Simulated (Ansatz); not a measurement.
## A ladder of methods for BNH3 (SMILES B[NH])

The species is BNH3 (5 atoms), meant as a doublet with charge 0. SMILES: `B[NH]`. Geometry: relaxed at PBE0-D4/def2-TZVP.

```xyz
5

B    -0.3108   -0.3701   -0.0916
N     0.5312    0.6552   -0.0198
H    -0.4148   -1.1074    0.8625
H    -0.9641   -0.5731   -1.0819
H     1.2084    1.3217    0.2893
```

Quantity: the energy change with the B1–H4 bond stretched from 1.204 to 3.009 Å, in eV. The values are calculated.

| level | kind | program | value (eV) | less FCI/STO-3G | CPU time (all runs) |
| --- | --- | --- | --- | --- | --- |
| UHF/STO-3G | Hartree–Fock | Ansatz | 4.30 | +1.13 | 0.39 s |
| USVWN5/STO-3G | LDA | Ansatz | 4.24 | +1.07 | 1.3 s |
| UBLYP/STO-3G | GGA | Ansatz | 3.93 | +0.76 | 2.3 s |
| U-r2SCAN/STO-3G | meta-GGA | Ansatz | 4.25 | +1.08 | 6.7 s |
| UB3LYP/STO-3G | global hybrid | Ansatz | 4.24 | +1.07 | 2.6 s |
| U-wB97M-V/STO-3G | range-separated hybrid | Ansatz | 4.25 | +1.08 | 34 s |
| RPA@PBE/STO-3G | RPA | Ansatz | 3.25 | +0.08 | 3 s |
| UCCSD/STO-3G | coupled cluster or CI | Ansatz | 3.33 | +0.16 | 0.34 s |
| UCCSDT/STO-3G | coupled cluster or CI | Ansatz | 3.15 | -0.02 | 1.1 s |
| FCI/STO-3G | exact in the basis | Ansatz | 3.17 | 0.00 | 3.2 s |

FCI/STO-3G is exact within its basis and frozen core, so for wave-function methods in that basis the difference is their error; functionals converge differently with the basis, so for them it is only a difference. The first shape isn't each level's own minimum. The values span 3.15 to 4.30 eV. Spin contamination of the reference (⟨S²⟩ at least 0.1 too high) touches UHF/STO-3G, UCCSD/STO-3G, UCCSDT/STO-3G. All rows use very small basis sets, so even the best lies far from the true value. CPU times are rough (shared hosts, several kinds of processor): they show what a rung costs within a factor of a few.

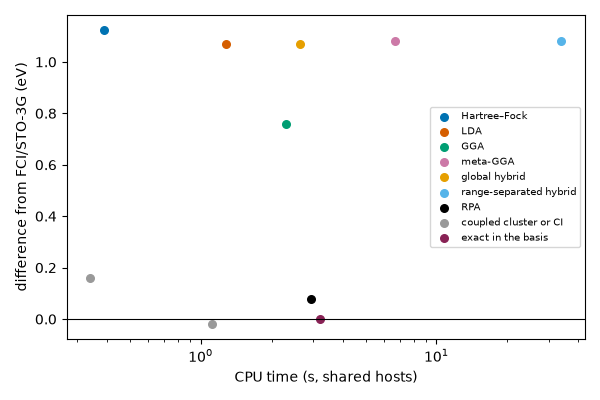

Difference from FCI/STO-3G against processor time, one point a level.
